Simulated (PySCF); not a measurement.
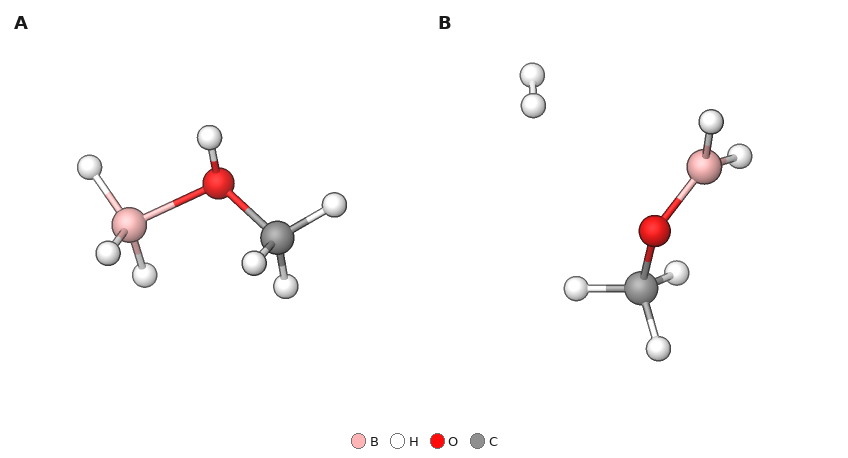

2 stationary structures of one formula. Geometries: PBE0-D4/def2-TZVP. Electronic energies: CCSD(T)/CBS (MP2 limit from def2-TZVPP and def2-QZVPP plus CCSD(T) − MP2) (PySCF 2.14.0), without zero-point energy. No frequency run is at hand to confirm each as a minimum. Each is one conformer, not always the lowest.

**Which structure is the most stable?**

B is lowest; A lies 13.1 kcal/mol above it.

Give E(B) − E(A) in kcal/mol at these levels too: CCSD(T)/CBS (MP2 limit from def2-TZVPP and def2-QZVPP plus CCSD(T) − MP2); SPW92 (LDA)/def2-TZVPP; RHF/STO-3G; BHLYP-D4/def2-TZVPP; PBE-D4/def2-TZVPP; ωB97M-V/def2-TZVPP; PBE0-D4/def2-TZVPP; PBE0-D4/def2-SVP.

```
                                                                    level  E(B) − E(A) (kcal/mol)
CCSD(T)/CBS (MP2 limit from def2-TZVPP and def2-QZVPP plus CCSD(T) − MP2)                   −13.1
                                                   SPW92 (LDA)/def2-TZVPP                    −5.5
                                                               RHF/STO-3G                    −1.1
                                                      BHLYP-D4/def2-TZVPP                   −14.0
                                                        PBE-D4/def2-TZVPP                   −12.5
                                                       ωB97M-V/def2-TZVPP                   −12.6
                                                       PBE0-D4/def2-TZVPP                   −11.1
                                                         PBE0-D4/def2-SVP                   −10.9
```
